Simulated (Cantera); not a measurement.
Feed: 1 mol SiHCl3, a varied amount of H2, held at 1375 K and 120 Pa.

These are equilibrium values from Cantera (NASA tables, ideal gas, pure condensed phases), not measurements of a reactor. Candidate condensed phases: Si; 19 gas species. The tables' values for SiCl3 are old estimates; treat these amounts as uncertain. Rates play no part.

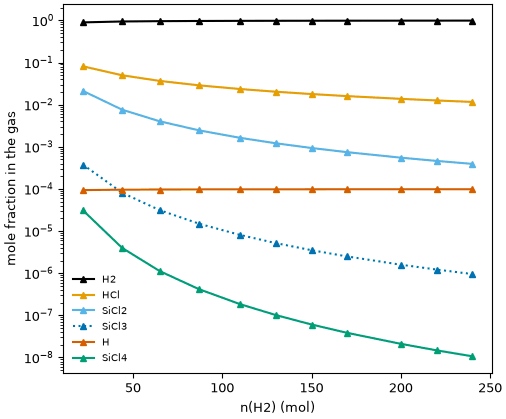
Fig. 1. Equilibrium gas composition (values under 1e-9 drawn at 1e-9)

Read off the mole fractions at 130 mol H2.

H2 about 0.98, HCl about 0.020, SiCl2 about 0.0012, H about 9.8e-5, SiCl3 about 5.2e-6, SiCl4 about 1.0e-7.
